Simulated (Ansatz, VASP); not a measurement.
# CaTi in two plane-wave programs

Aim: how closely do two programs agree when they are given the same cell, functional and k mesh? The cell is invented: As first built, before any earlier steps moved the atoms: it takes the HfMg structure with all of its atoms replaced by other elements, volume scaled by an estimate. It may not be a known or stable phase. The cell comes out of the VASP series on this material, whose earlier steps may have relaxed, scaled or displaced it; both programs get it as it stands.

Main program and level: Ansatz 0.2.0; plane waves, with VASP 6.6.1 beside it; relaxation of cell and atoms at revPBE.

### Step 1. The starting structure

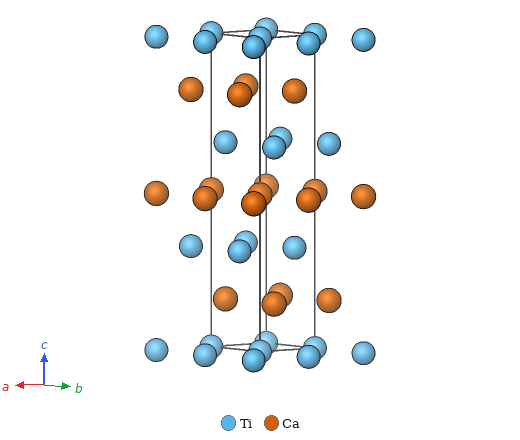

The cell as given, from a free direction (titanium blue, calcium orange). 2×2×1 cells are drawn. This picture shows the conventional cell, with its axes. Some periodic images of atoms are drawn too.

### Step 2. Ansatz: relaxation of cell and atoms, revPBE

Ansatz runs on its default PAW (the set named soft_2) files.

The relaxed volume is the usual yardstick between codes: its relative difference is about their pressure difference at one cell divided by the bulk modulus.

File input.yaml:

```yaml
crystal:
  lattice:
    - [1.6232645148, 0.9371920964, 5.7010878102]
    - [-1.6232645148, 0.9371920964, 5.7010878102]
    - [0.0, -1.8743841927, 5.7010878102]
  atoms:
    - { symbol: Ti, position: [0.0, 0.0, 0.0] }
    - { symbol: Ca, position: [0.5, 0.5, 0.5] }
hamiltonian:
  xc: revpbe
  pseudopotentials: { kind: paw }
kpoints:
  mp_grid: { grid: [8, 8, 8] }
scf:
  occupations: { method: gaussian, width: 0.05 }
relax:
  f_tol: 0.01
  max_steps: 60
  cell: { stress_tol: 0.05 }
output:
  forces: true
  stress: true
```

Started as:

```
$ ansatz run input.yaml --threads 4 --pin off --max-ram 9216MiB --backend cpu --events-out ev --progress --plain --runs-dir out
```

Numbers of over 12 decimals in the logs are rounded to 6 here.

Output:

```text
basis.fft_grid_basis auto: the FFT boxes are laid along the combinations [[1, 0, -1], [0, 1, -1], [0, 0, 1]] of the cell's own vectors, 3.247, 3.247 and 6.001 Å long. The dense box has 24×24×45 points. Along the cell's own vectors, as sized, it would have 45×45×45, 3.52 times as many. Of the 12 symmetry operations that the crystal satisfies within crystal.symmetry.tolerance (time reversal apart; of a slab, those that [...]
Engine: ansatz 0.2.0, aarch64-unknown-linux-gnu
Pseudopotentials: kind: paw
Pseudopotential: Ti, paw, valence charge 12, recommended cutoff 420 eV (normal), Ti.paw.azcp
Pseudopotential: Ca, paw, valence charge 10, recommended cutoff 420 eV (normal), Ca.paw.azcp
Functional definition: revPBE
  parameter kappa = 1.245
  parameter beta = 0.066725
  exchange = pbe_x(kappa = kappa, mu = beta*pi^2/3)
  correlation = pbe_c(beta = beta)
Crystal: 2 atoms, lattice volume = 52.039 Å³
Basis set: ecut = 420 eV, 1039 PW (Γ), FFT grids on a1−a3, a2−a3, a3, exchange–correlation on 48×48×90 points (8 copies of the dense FFT grid, shifted against one another)
Bands: 15, of which v1, the nominal top of the filled ones, is band 11 counted from 1 (10 counted from 0)
Symmetry: 12 space group operations
Space group: R-3m (ITA 166), of the structure as read, at distance tolerance 3.7e-5 Å
k-points: 65 of 512
Non-local potential: Ti, projectors of the file, l = 0: 3, l = 1: 2, l = 2: 3, l = 3: 1
Non-local potential: Ca, projectors of the file, l = 0: 3, l = 1: 2, l = 2: 2
PAW form: soft (Blöchl's): semilocal exchange-correlation on the pseudo side does not see the compensation charge
PAW frozen core: Ti, regenerated for the run's functional, and the local potential with it (the file was generated under x = pbe(κ = 0.804, μ = 0.219515), c = pbe(β = 0.066725))
PAW frozen core: Ca, regenerated for the run's functional, and the local potential with it (the file was generated under x = pbe(κ = 0.804, μ = 0.219515), c = pbe(β = 0.066725))
PAW one-centre angular grid: Ti, 590 points (default); XC on 64 Gauss nodes
PAW one-centre angular grid: Ca, 110 points (default); XC on 64 Gauss nodes
Initial density: superposition of atomic densities (neutral atoms: chi_scale 0, normalization atom), corrected by the library's trained network
Initial wavefunctions: pseudopotential atomic-orbital guess
Functional: x = revpbe(κ = 1.245, μ = 0.219515), c = pbe(β = 0.066725)
SCF iter   1: F=—  HF=-4321.405388 eV  |F-HF|=—  |Δ(HF+E_count)|=         —  Δρ=8.74e-3  dr2=1.33e-1  ethr=1.77e-3  ⟨swp⟩=6.3  Hψ=5918  notcnv=0
preconditioner: auto → Kerker (q_TF=auto, 2.364 Å⁻¹)  [metal: Δε(μ)=0.013 eV  Ē_g=2.239 eV  σ=0.050 eV  W_gap=0.14  n_scr=16 (ndim 8)  ℏωp=12.6 eV  f_vac=0.000  D(μ)=3.29/eV (n_scr^D=30)]
SCF iter   2: F=—  HF=-4321.400152 eV  |F-HF|=—  |Δ(HF+E_count)|=   5.24e-3  Δρ=2.04e-3  dr2=2.40e-3  ethr=6.05e-4  ⟨swp⟩=2.0  Hψ=1712  notcnv=0
SCF iter   3: F=—  HF=-4321.400046 eV  |F-HF|=—  |Δ(HF+E_count)|=   1.06e-4  Δρ=1.07e-3  dr2=7.95e-4  ethr=1.09e-5  ⟨swp⟩=1.0  Hψ=976  notcnv=0
SCF iter   4: F=—  HF=-4321.400060 eV  |F-HF|=—  |Δ(HF+E_count)|=   1.37e-5  Δρ=2.46e-4  dr2=4.36e-5  ethr=3.62e-6  ⟨swp⟩=1.7  Hψ=1067  notcnv=0
SCF iter   5: F=—  HF=-4321.400061 eV  |F-HF|=—  |Δ(HF+E_count)|=   1.83e-6  Δρ=6.75e-5  dr2=1.84e-6  ethr=1.98e-7  ⟨swp⟩=2.1  Hψ=1331  notcnv=0
SCF iter   6: F=-4321.400062 eV  HF=-4321.400062 eV  |F-HF|=2.02e-8  |Δ(HF+E_count)|=   2.52e-7  Δρ=1.45e-5  dr2=6.91e-8  ethr=4.55e-10  ⟨swp⟩=2.9  Hψ=3628  notcnv=0
SCF 1 converged in 6 iterations: F = -4321.400062 eV  dr2 = 6.91e-8
  greatest PAW one-centre occupation: 0.999 electrons in one spin orbital (limit 2), on the Ti atom at site 0 (counted from 0), in its partial waves of l = 0
relax step   1: F+E_penalty+E_count = -4321.40006177 eV  Δ(F+E_penalty+E_count) = +0.000e0 eV  max|allowed force component| = 1.052e-30 eV/Å  Δτ_max = 0.0000 Å  P = +0.154 GPa  Ω = 52.039 Å³  (6 SCF iters, dr2 threshold 1.00e-7 eV, accepted)
[...]
relax step   2: F+E_penalty+E_count = -4321.40015146 eV  Δ(F+E_penalty+E_count) = -8.969e-5 eV  max|allowed force component| = 6.732e-29 eV/Å  Δτ_max = 0.0000 Å  P = +0.015 GPa  Ω = 52.228 Å³  energy of the carried Pulay correction = -1.024e-5 eV  (6 SCF iters, dr2 threshold 6.76e-8 eV, accepted)
[...]
relax step   3: F+E_penalty+E_count = -4321.40016351 eV  Δ(F+E_penalty+E_count) = -1.205e-5 eV  max|allowed force component| = 9.256e-29 eV/Å  Δτ_max = 0.0000 Å  P = +0.015 GPa  Ω = 52.228 Å³  stress off target by 1.74e-2 GPa  SCF on the basis re-selected at this cell (its energy is not comparable with the rows above)  (9 SCF iters)
basis re-selected at this cell: Δ(F+E_penalty+E_count) = -1.205e-5 eV, ΔP = -0.000 GPa vs the last step (what re-selecting the basis moved, of the pressure what is left beyond the Pulay correction that the steps carried, after the strain that the cell walked since its last selection, with what the two solves' SCF thresholds leave and, on support functions, any second-order correction that the steps lacked; it is no m [...]
SCF converged after 9 iterations
Free energy (F): -4321.400164 eV
Harris-Foulkes:  -4321.400164 eV  (|F-HF|=9.09e-13)
Internal energy: -4321.395776 eV  (E = F + TS)
E sigma→0 (E₀):  -4321.397970 eV
Entropy (-TS):   -0.004387 eV (-2.194 meV/atom)
Fermi energy:    8.503049 eV
--- Per-component energies (eV) ---
  E_band       = -348.161260
  E_kinetic    = 547.683062
  E_local      = -1750.791758  (includes V_loc(G=0)·N_el)
  E_nonlocal   = 72.132833
  E_hartree    = 654.051822
  E_xc         = -233.325391
  E_vxc        = -290.561347  (∫ρ·V_xc dr)
  E_paw        = -1911.693445  (= ΣΔE_a)
  E_vpaw       = -234.727812  (= ΣTr[D̂ρ^β])
  E_aug_tail   = 0.000117  (compensation charges beyond the density's cutoff)
  E_ewald      = -1699.377815
  E_core_change = -0.075203  (= ΣΔE_core)
  E_smearing   = -0.004387  (= −TS)
  E_closure    = 0.000000  (closes the sum)
  Σ components = -4321.400164   (vs F -4321.400164, Δ=0.00e0)
--- Forces (eV/Å), atoms counted from 1 ---
  atom   1  Ti    -0.00000000     0.00000000     0.00000000
  atom   2  Ca     0.00000000     0.00000000     0.00000000
  max |Σ_I F_I| component: 2.19e-28 eV/Å
--- Stress (GPa, compression-positive) ---
        0.017372       0.000000       0.000000
        0.000000       0.017372      -0.000000
        0.000000      -0.000000       0.008940
  P = ⅓ Tr σ = 0.0146 GPa (0.146 kbar)
--- Relaxed structure (2 steps of the walk, 2 accepted, 1 SCFs on fresh bases) ---
  F+E_penalty+E_count = -4321.40016351 eV   max|allowed force component| = 9.256e-29 eV/Å   (the final SCF, on the basis selected at the relaxed cell)
  cell:  # Å, volume = 52.2284 Å³
    - [1.625104, 0.938254, 5.708919]
    - [-1.625104, 0.938254, 5.708919]
    - [5.288889573728382e-19, -1.876508, 5.708919]
  atoms:
    - { symbol: Ti, position: [0, 0, 0] }
    - { symbol: Ca, position: [0.500000, 0.500000, 0.500000] }
```

The job ended after 1.9 s (4 threads of Arm Neoverse V2, shared host; peak memory 0.38 GiB; 6.7 s of CPU time).

### Step 3. VASP: relaxation of cell and atoms, revPBE

The same cell, functional, mesh and smearing now go to VASP, with its own data sets and cutoff.

Lines of VASP's logs that name or quote its potential files are left out, and so is its time.

File INCAR:

```
SYSTEM = CaTi
PREC = Accurate
ENCUT = 400
EDIFF = 1E-06
NELM = 100
ISMEAR = 0
SIGMA = 0.05
LREAL = .FALSE.
ALGO = Normal
GGA = RE
LORBIT = 11
LWAVE = .FALSE.
LCHARG = .FALSE.
IBRION = 2
NSW = 60
ISIF = 3
EDIFFG = -0.01
```

File POSCAR:

```
CaTi
1.0
    1.6232645148      0.9371920964      5.7010878102
   -1.6232645148      0.9371920964      5.7010878102
    0.0000000000     -1.8743841927      5.7010878102
Ti Ca
1 1
Direct
    0.0000000000      0.0000000000      0.0000000000
    0.5000000000      0.5000000000      0.5000000000
```

File KPOINTS:

```
Automatic mesh
0
Gamma
8 8 8
0 0 0
```

The projector-augmented-wave data sets are Ti_sv and Ca_sv (PBE family, release 64).

Started as:

```
$ mpirun -np 1 vasp_std
```

Output:

```text
[banner, memory and clock lines left out]
running    1 mpi-ranks, on    1 nodes
 distrk:  each k-point on    1 cores,    1 groups
 distr:  one band on    1 cores,    1 groups

 POSCAR found type information on POSCAR TiCa
 POSCAR found :  2 types and       2 ions
|                                                                             |
|               ----> ADVICE to this user running VASP <----                  |
|                                                                             |
|     You enforced a specific xc type in the INCAR file but a different       |
|     [... a line on the potential file left out ...]
|     I HOPE YOU KNOW WHAT YOU ARE DOING!                                     |
|                                                                             |

 LDA part: xc-table for (Slater+PW92), standard interpolation
 POSCAR, INCAR and KPOINTS ok, starting setup
 FFT: planning ... GRIDC
 FFT: planning ... GRID_SOFT
 FFT: planning ... GRID
 WAVECAR not read
 entering main loop
       N       E                     dE             d eps       ncg     rms          rms(c)
DAV:   1     0.185695013176E+03    0.18570E+03   -0.10123E+04  1950   0.128E+03
DAV:   2     0.216097448495E+01   -0.18353E+03   -0.18239E+03  2055   0.397E+02
DAV:   3    -0.107209875650E+02   -0.12882E+02   -0.12774E+02  3878   0.910E+01
DAV:   4    -0.110275700418E+02   -0.30658E+00   -0.30610E+00  2251   0.132E+01
DAV:   5    -0.110450680885E+02   -0.17498E-01   -0.17497E-01  3338   0.226E+00    0.103E+01
DAV:   6    -0.132201399591E+02   -0.21751E+01   -0.14246E+02  2426   0.454E+01    0.138E+01
DAV:   7    -0.829902086356E+01    0.49211E+01   -0.28530E+01  2650   0.282E+01    0.331E+00
DAV:   8    -0.820149315758E+01    0.97528E-01   -0.37424E-01  2500   0.362E+00    0.281E+00
DAV:   9    -0.790970753949E+01    0.29179E+00   -0.12179E+00  2559   0.536E+00    0.111E+00
DAV:  10    -0.794272865348E+01   -0.33021E-01   -0.78216E-01  3228   0.395E+00    0.976E-01
DAV:  11    -0.790421831011E+01    0.38510E-01   -0.28171E-01  2538   0.233E+00    0.359E-01
DAV:  12    -0.790543395625E+01   -0.12156E-02   -0.40326E-02  2489   0.171E+00    0.285E-01
DAV:  13    -0.790372868826E+01    0.17053E-02   -0.97522E-03  2391   0.864E-01    0.306E-02
DAV:  14    -0.790371815206E+01    0.10536E-04   -0.40546E-04  3030   0.141E-01    0.783E-03
DAV:  15    -0.790372146424E+01   -0.33122E-05   -0.13331E-05  2489   0.231E-02    0.322E-03
DAV:  16    -0.790372028433E+01    0.11799E-05   -0.34789E-06  1997   0.864E-03    0.142E-03
DAV:  17    -0.790372010113E+01    0.18320E-06   -0.24021E-07  1346   0.413E-03
   1 F= -.79037201E+01 E0= -.79015207E+01  d E =-.790372E+01
 curvature:   0.00 expect dE= 0.000E+00 dE for cont linesearch  0.000E+00
 trial: gam= 0.00000 g(F)=  0.654E-58 g(S)=  0.534E-05 ort = 0.000E+00 (trialstep = 0.100E+01)
 search vector abs. value=  0.534E-05
 reached required accuracy - stopping structural energy minimisation
```

Parts of OUTCAR (step 3):

```text
ion  position               nearest neighbor table
   1  0.000  0.000  0.000-
   2  0.500  0.500  0.500-

  LATTYP: Found a trigonal (rhomboedric) cell.
 ALAT       =     6.0013097679
 COS(alpha) =     0.8536756859

 Subroutine GETGRP returns: Found 12 space group operations
 (whereof 12 operations were pure point group operations)

The static configuration has the point symmetry D_3d.

 Found     65 irreducible k-points:

   k-points           NKPTS =     65   k-points in BZ     NKDIM =     65   number of bands    NBANDS=     15

   dimension x,y,z NGX =    40 NGY =   40 NGZ =   40
   dimension x,y,z NGXF=    80 NGYF=   80 NGZF=   80

   ENCUT  =  400.0 eV  29.40 Ry    5.42 a.u.   9.79  9.79  9.79*2*pi/ulx,y,z

   NELECT =      22.0000    total number of electrons

 k-points in reciprocal lattice and weights: Automatic mesh
   0.00000000  0.00000000  0.00000000       0.002
   0.12500000  0.00000000  0.00000000       0.012
   0.25000000  0.00000000  0.00000000       0.012
   0.37500000  0.00000000 -0.00000000       0.012
   0.50000000  0.00000000  0.00000000       0.006
   0.12500000  0.12500000  0.00000000       0.012
   0.25000000  0.12500000 -0.00000000       0.023
   0.37500000  0.12500000  0.00000000       0.023
   0.50000000  0.12500000  0.00000000       0.023
[...]
-0.37500000  0.50000000  0.37500000       0.012
   0.50000000  0.50000000  0.50000000       0.002

 average (electrostatic) potential at core
       1 -76.9130       2 -45.3071

 E-fermi :   4.4472

 k-point     1 :       0.0000    0.0000    0.0000
  band No.  band energies     occupation
    ...
      6     -17.4070      2.00000
      7     -17.2663      2.00000
      8     -17.2663      2.00000
      9      -0.3703      2.00000
     10       2.8445      2.00000
     11       4.4736      0.45542
     12       5.3133      0.00000
     13       5.3133      0.00000
     14       5.7505      0.00000
     15       6.0951      0.00000

 k-point     2 :       0.1250    0.0000    0.0000
  band No.  band energies     occupation
    ...
      7     -17.3649      2.00000
      8     -17.2877      2.00000
      9      -0.0084      2.00000
     10       3.1390      2.00000
     11       4.3037      1.99995
     12       5.1266      0.00000
     13       5.5035      0.00000
     14       5.8956      0.00000
     15       6.0709      0.00000

 k-point     3 :       0.2500    0.0000    0.0000
  band No.  band energies     occupation
    ...
      7     -17.3539      2.00000
      8     -17.3391      2.00000
      9       0.9903      2.00000
     10       3.7141      2.00000
     11       4.1559      2.00000
     12       4.7891      0.00000
     13       5.6589      0.00000
     14       5.9652      0.00000
     15       6.0378      0.00000

  Total       -0.0072699     -0.0072699     -0.0107544      0.0000000     -0.0000000      0.0000000
  in kB       -0.2238279     -0.2238279     -0.3311076      0.0000000     -0.0000000      0.0000000
  external PRESSURE =      -0.2595878 kB  Pullay stress =       0.0000000 kB

  energy-cutoff  :      400.00
  volume of cell :       52.04
      direct lattice vectors                 reciprocal lattice vectors
     1.623264515  0.937192096  5.701087810     0.308021272  0.177836185  0.058468374
    -1.623264515  0.937192096  5.701087810    -0.308021272  0.177836185  0.058468374
     0.000000000 -1.874384193  5.701087810     0.000000000 -0.355672369  0.058468374

 POSITION                                       TOTAL-FORCE (eV/Angst)
 -----------------------------------------------------------------------------------
      0.00000      0.00000      0.00000        -0.000000      0.000000     -0.000000
      0.00000      0.00000      8.55163         0.000000     -0.000000      0.000000
 -----------------------------------------------------------------------------------
    total drift:                               -0.000000      0.000000     -0.000000

  FREE ENERGIE OF THE ION-ELECTRON SYSTEM (eV)
  ---------------------------------------------------
  free  energy   TOTEN  =        -7.9037201011 eV

  energy  without entropy=       -7.8993213818  energy(sigma->0) =       -7.90152074

 reached required accuracy - stopping structural energy minimisation

 total charge
# of ion       s       p       d       tot
------------------------------------------
    1        2.204   6.037   1.784  10.025
    2        2.100   5.843   0.292   8.235
--------------------------------------------------
tot          4.304  11.880   2.076  18.260

[... 3 further parts left out ...]
```

### Step 4. Comparison

Known differences besides the PAW data sets themselves: both relaxations stop at a tolerance, which leaves soft axes loose, and VASP keeps its plane-wave basis; the cutoff is 420 eV in Ansatz and 400 eV in VASP; Ansatz makes its cores anew for this functional, VASP keeps those of its PBE data sets; VASP leaves aspherical gradient terms in its spheres out (LASPH is not set), Ansatz keeps them; Ansatz adds a Pulay correction to the stress that steers its cell, VASP none. Total energies have different zeros and are not compared.

Compared:

```csv
quantity,Ansatz,VASP,difference
volume (Å³),52.23,52.04,+0.36 %
"edge a after relaxation, in the typed setting (Å)",6.009,6.001,+0.13 %
```

The walks stopped with 0.01 GPa left in Ansatz and -0.03 GPa in VASP; each walk ends within a tolerance, so the volume difference is uncertain by about these residues over the bulk modulus, most in soft cells.

### Step 5. Summary of results

| Item | Value |
| --- | --- |
| difference in volume (relaxation of cell and atoms, revPBE) | 0.36 % |

What this shows: The difference in volume is 0.36 % (relaxation of cell and atoms, revPBE), within the 1.2 % picked in this series as the mark of a large difference, as far as the stopping tolerances let one tell. Differences of this kind measure data sets and numerical settings, not the functional's error against experiment.

[Lines on the potential files, build, host, timing and source positions are cut from VASP's logs without a mark.]

[Logs are printed without paths, hosts, clocks, repeated set-up lines and the standing remarks that a program may print on its own settings, such as how far it seeks lower states.]

[Hosts, paths, dates, database ids (printed as entryN), source tags and the programs' standing remarks are cut or masked in the printed files.]
